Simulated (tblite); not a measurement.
# AlGeH6O7: the cost of one run

Computed with tblite 0.8.0 and PySCF 2.14.0; each step states its level. No surroundings beyond the atoms listed, unless a continuum is named. Atoms count from 0, parts from 1.

## (1) The system as given

15 atoms, charge -1, multiplicity 1; geometry: distance geometry start.

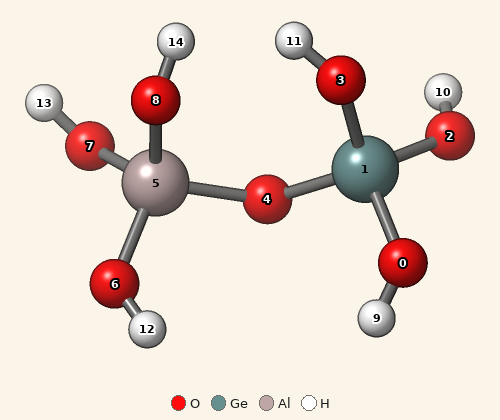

The starting geometry (oxygen red, germanium teal, aluminium light grey, hydrogen white), atoms numbered.

## (2) Geometry optimisation with GFN2-xTB

The job: settings as JSON, then the geometry in Å.

```
{"job": {"kind": "relax", "xc": "GFN2-xTB", "basis": "xTB"}, "charge": -1, "multiplicity": 1}
O     -1.261260    -0.441034     3.720326
Ge    -1.605228    -1.125121     2.007395
O     -2.958303    -2.403305     2.099081
O     -0.048560    -1.906970     1.356066
O     -2.111438     0.267788     0.891478
Al    -0.977821     1.254881    -0.222983
O     -0.575504     2.859034     0.605136
O     -1.799707     1.533776    -1.839831
O      0.600428     0.290679    -0.474929
H     -1.407905     0.481829     3.965061
H     -3.327455    -2.831060     1.344936
H      0.251431    -1.867599     0.433838
H     -0.561985     3.038599     1.555889
H     -1.336033     1.517891    -2.716434
H      0.685821    -0.605659    -0.862479
```

Level: GFN2-xTB geometry optimisation, gas phase.

Run with:

```bash
> OMP_NUM_THREADS=1 python cluster_run.py task.json out
```

One launch serves the whole session: the jobs run in the order shown.

**Question.** How long does this first job take on 1 thread of Intel Xeon Platinum 8175M at 2.50GHz, shared host?

About 13 s.
